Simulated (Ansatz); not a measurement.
# Thickness series in hypothetical fluorite ZrS2

Base system: ZrS₂ in the fluorite structure (space group Fm-3m, No. 225; a = 6.256 Å; a hypothetical phase, not in the database extracts checked). Axes: x, y, z lie along the cube axes.

Free-standing slabs (3 atom(s) a layer) normal to [111] with 15 Å of vacuum; in-plane cell held at bulk.

Level of theory: r2SCAN in Ansatz (plane waves to 500 eV, PAW, no spin-orbit coupling).

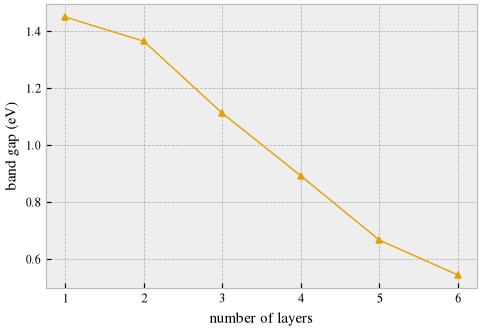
Band gap against number of layers

```json
[
 {"number of layers": "1", "band gap": "1.45 eV"},
 {"number of layers": "2", "band gap": "1.36 eV"},
 {"number of layers": "3", "band gap": "1.11 eV"},
 {"number of layers": "4", "band gap": "0.89 eV"},
 {"number of layers": "5", "band gap": "0.67 eV"},
 {"number of layers": "6", "band gap": "0.54 eV"}
]
```

Stability against distortions was not tested.

Ansatz is a first-principles code.
